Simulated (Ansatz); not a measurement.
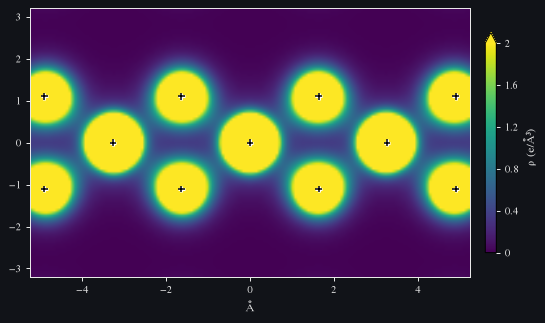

The valence charge density (pseudo) on a plane through atoms (crosses mark nuclei in the plane).

Theory: DFT PBE, scalar-relativistic, plane waves, PAW in Ansatz 0.2.0.

Candidates:
A. CrO₄, a = 3.27 Å, b = 3.27 Å, c = 5.69 Å, α = 90.00°, β = 90.00°, γ = 90.00°. Space group P4/mmm; a structure generated by program, which may or may not match a known phase; spin-polarised.
B. Ca₃H₂C, a = 3.16 Å, b = 3.16 Å, c = 10.04 Å, α = 90.00°, β = 90.00°, γ = 90.00°. Space group P4/mmm; a structure generated by program, which may or may not match a known phase.
C. TiBe₂H₆, a = 6.21 Å, b = 6.21 Å, c = 6.21 Å, α = 90.00°, β = 90.00°, γ = 90.00°. Space group Fm-3m; a structure generated by program, which may or may not match a known phase; spin-polarised.

### Which candidate gave the map?

Candidate A: CrO₄ on the (100) plane of the conventional cell, which holds Cr and O. Cr–O (1.97 Å): the density is about 0.68 e/Å³ at the midpoint.
